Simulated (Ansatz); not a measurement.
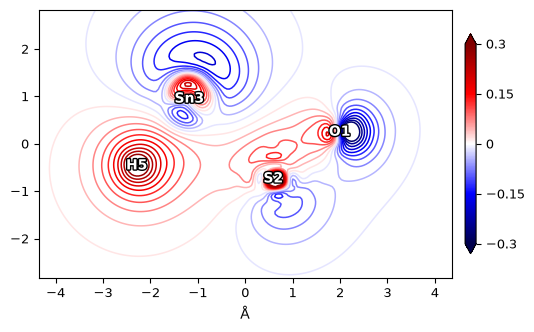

*H$_{2}$OSSn (SMILES O[S]#[SnH]). The HOMO−1 on the plane of atoms O1, S2 and Sn3 (values in Å⁻³ᐟ²; the overall sign is arbitrary).*

Geometry: B3LYP-D3(BJ)/def2-SVP; core potentials replace the inner electrons of Sn.

Method: Ansatz, isolated molecule in a Gaussian basis; Kohn-Sham density functional theory, functional PBE0.

The calculation's input:

```
crystal:
  periodic: [false, false, false]
  atoms:
    - {symbol: O, position_ang: [-2.823187, -0.341039, 0.985001]}
    - {symbol: S, position_ang: [-2.480101, 0.483453, -0.477555]}
    - {symbol: Sn, position_ang: [-3.072713, -1.211533, -2.134441]}
    - {symbol: H, position_ang: [-1.980921, -0.388703, 1.462537]}
    - {symbol: H, position_ang: [-2.686878, 0.070107, -3.332692]}
basis:
  gaussian:
    orbitals: def2-TZVPD
output:
  forces: true
  orbitals: {seedname: orbitals}
hamiltonian:
  xc: pbe0
```

Launched as:

```sh
ansatz run input.yaml --threads 1 --pin off --max-ram 2610MiB --events-out events.jsonl --progress --plain --runs-dir runs
```

### Describe this orbital and give its energy.

By Hirshfeld shares it lies mainly on S2 (about 55 %), Sn3 (about 30 %), O1 (about 10 %) and H5 (about 5 %). Its energy is −7.20 eV.
